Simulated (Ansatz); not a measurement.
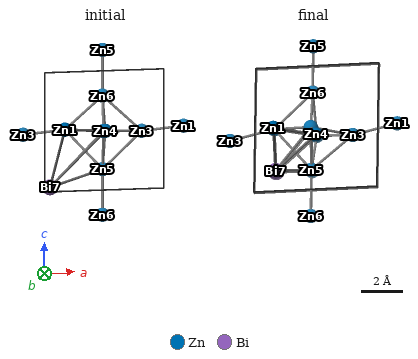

The structure of crystalline Zn$_{6}$Bi (a generated structure, set up in P1) (coarse preliminary run) before (left) and after (right) a relaxation, at one scale.

Style: ball-and-stick. Shown: the cell of the calculation, along the b axis.

These are results of DFT PBE, scalar-relativistic, plane waves, PAW (Ansatz), not measurements.

Input file:
```yaml
crystal:
  lattice:
    - [5.9092763627, 0.0471970453, 0.1002302843]
    - [0.0471970453, 6.0789313691, 0.05699635]
    - [0.1002302843, 0.05699635, 5.9350848833]
  atoms:
    - { symbol: Zn, position: [0.1687253671, 0.5441608169, 0.5171512249] }
    - { symbol: Zn, position: [0.4940814421, 0.2346033982, 0.4946853927] }
    - { symbol: Zn, position: [0.8156481362, 0.517803903, 0.4862831139] }
    - { symbol: Zn, position: [0.5077566435, 0.7701821019, 0.4957774322] }
    - { symbol: Zn, position: [0.4858554467, 0.4502823392, 0.1755471304] }
    - { symbol: Zn, position: [0.4850470792, 0.4793536838, 0.7925897521] }
    - { symbol: Bi, position: [0.0428858851, 0.003613757, 0.0379659537] }
basis:
  ecutwfc: 420
kpoints:
  mp_grid: { grid: [4, 4, 4] }
hamiltonian:
  xc: pbe
scf:
  occupations: { method: gaussian, width: 0.2 }
  lower_state_search: "off"
output:
  forces: true
  stress: true
  eigenvalues: true
relax:
  adjacent_minimum: "off"
  f_tol: 0.025
  max_steps: 60
  cell: { stress_tol: 0.25 }
```

Command:
```bash
ansatz run input.yaml --threads 1 --pin off --max-ram 2048MiB --backend cpu --events-out ev --progress --plain --runs-dir out
```

**Describe what moved and what it gained.**

The run was cut off at its time limit before the relaxation converged, so the last structure is only a point on the way. The energy falls by 2.463 eV per cell of the calculation in 6 geometry steps. The largest force component goes from 2.5 to 0.31 eV/Å. Pressure: 2.05 GPa at the start and 0.48 GPa at the end. The atom that moves furthest relative to the cell is Bi7 (1.15 Å along [1 0 1]). Largest moves by element: Bi 1.15 Å, Zn 0.49 Å. The volume changes by −2.3 %, with a 5.910 → 6.124 Å (+3.6 %), b 6.079 → 5.547 Å (−8.8 %), c 5.936 → 6.147 Å (+3.5 %), α 88.9° → 90.4°, β 88.1° → 86.4°, γ 89.1° → 88.4°. Some distances before and after: Zn4–Bi7 4.145 → 2.974 Å, Zn2–Bi7 4.146 → 2.992 Å, Zn5–Bi7 3.918 → 2.988 Å, Zn1–Bi7 4.027 → 3.344 Å. Among the angles between lasting bonds that change: Zn2–Zn4–Zn6 134.6° → 113.8°, Zn4–Zn6–Zn5 138.6° → 157.0°, Zn1–Zn3–Zn4 134.6° → 120.1°. The space group stays P1 (No. 1). The run took 6.6 min on 1 thread of Arm Neoverse V1, on a shared host, peak memory 0.58 GiB.
